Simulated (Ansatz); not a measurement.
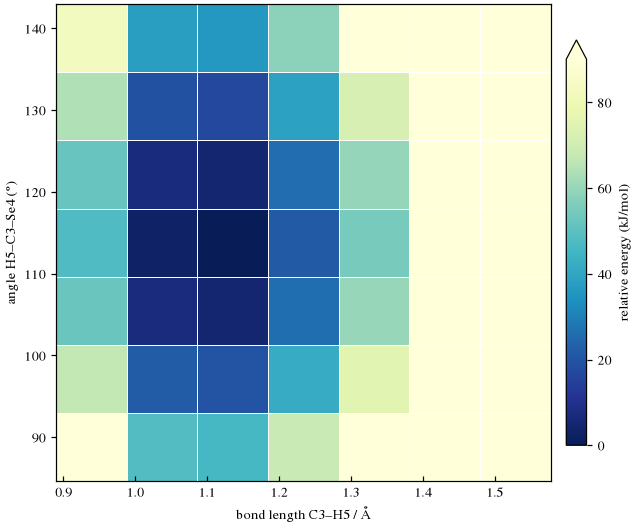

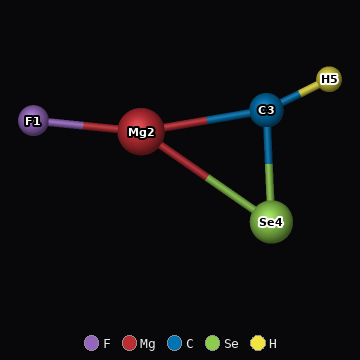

Energy landscape of CHFMgSe. 
- The first coordinate is: bond length C3–H5; the second: angle H5–C3–Se4.
- Nothing is relaxed (all other coordinates rigid).
- The scan uses a 7 × 7 grid.
- Points are written as (first, second).
- Energies: kJ/mol, counted from the lowest grid point.
- These are results of RKS r2SCAN-D4/def2-TZVP in Ansatz, not measurements.

Drawn: one coloured cell a grid point, one colour for all values above the top of the scale. The second picture is the structure at the lowest point.

Where are the wells?

The lowest grid point is at (1.135 Å, 113.8°). The bottom of the well lies between grid points, at about (1.091 Å, 114°), about 2.7 kJ/mol lower on the interpolated surface. No other kind of well shows on this grid. The highest grid point, (1.529 Å, 88.8°), lies 183 kJ/mol above the lowest. Round the minimum the two coordinates are nearly uncoupled.

Grid values (kJ/mol):

```tsv
angle H5–C3–Se4 ↓, bond length C3–H5 →	0.939	1.037	1.135	1.234	1.332	1.430	1.529
138.8	82	38	36	58	92	131	172
130.5	64	19	17	39	72	111	152
122.1	52	7	4	26	60	99	139
113.8	48	3	0	21	55	94	135
105.5	52	7	5	26	60	99	140
97.1	67	22	20	42	75	115	156
88.8	92	48	46	68	102	142	183
```

Each point was launched as `ansatz run input.yaml --threads 1 --pin off --max-ram 2560MiB --backend cpu --events-out ev --progress --plain --runs-dir out`. Time for the 49 points that were run: 7.3 min on 1 thread of Arm Neoverse V2 (shared host).
